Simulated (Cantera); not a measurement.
Feed: 1 mol AlCl3, 28 mol N2O, 28 mol H2, equilibrated at 13.3 mbar.

Equilibrium computed with Cantera from the NASA thermochemical tables; the gas is ideal and each condensed phase is pure. Candidate condensed phases: Al, AlCl3, AlN, Al2O3, H2O, NH4Cl; 45 gas species. The numbers say what is thermodynamically allowed, not how fast it happens.

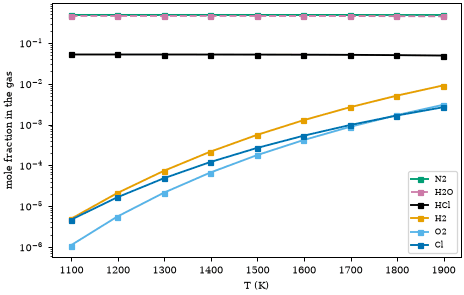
*Equilibrium gas composition (values under 1e-9 drawn at 1e-9)*

Q: Read off the mole fractions at 1498 K.

A: N2 about 0.49, H2O about 0.46, HCl about 0.052, H2 about 0.00055, Cl about 0.00026, O2 about 0.00018.
